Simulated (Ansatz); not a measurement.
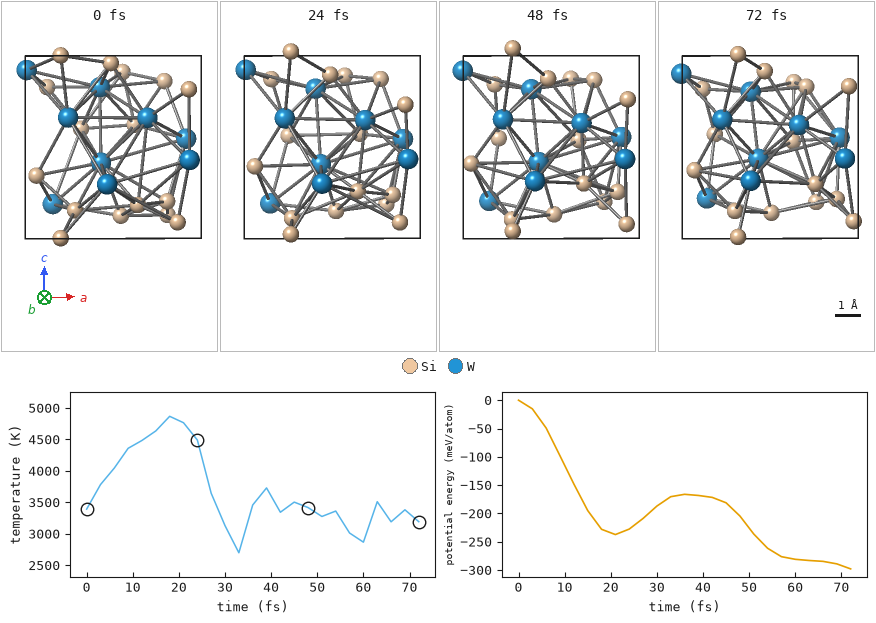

Molecular dynamics of an amorphous cell of composition Si5W3 (24 atoms in the cell), 72 fs long. Frames and the history of the run. A ball-and-stick model of the simulation cell, seen along the b axis. Bonds to atoms that aren't drawn are left out.

Method: DFT PBE, scalar-relativistic, plane waves, PAW in Ansatz. Settings: plane-wave cutoff 320 eV; k-point mesh 1 × 1 × 1; Fermi-Dirac smearing 0.305 eV; volume 1.05 times that of the relaxed crystal; set temperature 3540 K; time step 3 fs.

Input
```yaml
crystal:
  lattice:
    - [7.204199, -0.081882, 0.007051]
    - [-0.081882, 7.490234, 0.162359]
    - [0.007051, 0.162359, 7.495186]
  atoms:
    - { symbol: Si, position: [0.6219948429, 0.9160904245, 0.6229540014] }
    - { symbol: Si, position: [0.8067163913, 0.5716693301, 0.203134483] }
    - { symbol: Si, position: [0.1244983829, 0.7966959534, 0.8296238499] }
    - { symbol: Si, position: [0.8665205405, 0.1518669507, 0.0882312668] }
    - { symbol: Si, position: [0.9306092597, 0.0229289585, 0.8157989784] }
    - { symbol: Si, position: [0.5433957362, 0.7062958954, 0.1252504352] }
    - { symbol: Si, position: [0.3168042865, 0.8530842592, 0.6016509352] }
    - { symbol: Si, position: [0.5527635919, 0.9204906651, 0.9113210347] }
    - { symbol: Si, position: [0.20133259, 0.0609277086, 0.0030166746] }
    - { symbol: Si, position: [0.8088514844, 0.8613761581, 0.1286689525] }
    - { symbol: Si, position: [0.2832549911, 0.2978128586, 0.1549469452] }
    - { symbol: Si, position: [0.4860226793, 0.2017400468, 0.9602543779] }
    - { symbol: Si, position: [0.0636720378, 0.3672965828, 0.3457702535] }
    - { symbol: Si, position: [0.7907987763, 0.7465234829, 0.8611500355] }
    - { symbol: Si, position: [0.6406813303, 0.3205944559, 0.1833635604] }
    - { symbol: W, position: [0.1563843151, 0.7354327155, 0.1896923436] }
    - { symbol: W, position: [0.4301583582, 0.5006353856, 0.4158016964] }
    - { symbol: W, position: [0.9346777602, 0.0288567241, 0.4291212302] }
    - { symbol: W, position: [0.4239339128, 0.5404422203, 0.8286342611] }
    - { symbol: W, position: [0.9146427451, 0.6237646325, 0.5459586149] }
    - { symbol: W, position: [0.0077190299, 0.4564722219, 0.9232719845] }
    - { symbol: W, position: [0.6942874041, 0.2732259251, 0.6604469466] }
    - { symbol: W, position: [0.2436219706, 0.2011796532, 0.6629320916] }
    - { symbol: W, position: [0.4655344387, 0.0096152131, 0.2969733873] }
  symmetry: { detect: false }
basis:
  ecutwfc: 320
  xc_grid: 1
kpoints:
  mp_grid: { grid: [1, 1, 1], shift: [0.25, 0.25, 0.25] }
hamiltonian:
  xc: pbe
scf:
  occupations: { method: fermi_dirac, width: 0.3051 }
  lower_state_search: "off"
  convergence: { dr2_threshold: 1.0e-05 }
output:
  forces: true
  stress: true
md:
  timestep: 3.0
  n_steps: 24
  ensemble: nvt_langevin
  friction: 0.03
  temperature: 3540.0
  initial_velocities: maxwell_boltzmann
  seed: 9304
```

Run as
```bash
ansatz run input.yaml --threads 2 --pin off --max-ram 5120MiB --backend cpu --events-out ev --progress --plain --runs-dir out
```

What happens in this trajectory?

Answer. The mean temperature in the second half is 3327 K (standard deviation 216 K). The potential energy is still drifting at the end, so the run hasn't reached equilibrium. The potential energy in the second half lies on average 239 meV per atom below the first frame. The mean pressure there is 2.9 GPa. In the second half of the run the atoms are, in the root-mean-square, this far from where they began (common drift taken out): Si 0.71 Å, W 0.28 Å. The run lasts only 72 fs, too short to tell vibration from diffusion. Bond changes: 7 Si–Si bonds break between 21 fs and 72 fs; one Si–Si bond forms at about 54 fs.

Limits of the set-up: the cutoff lies below the recommended one; the periodic images lie only 7.2 Å apart, so the values are limited by the cell's size.

Cost: 2.6 min on 2 threads of AMD EPYC (Zen 3), with other jobs on the host, peak memory 0.53 GiB.
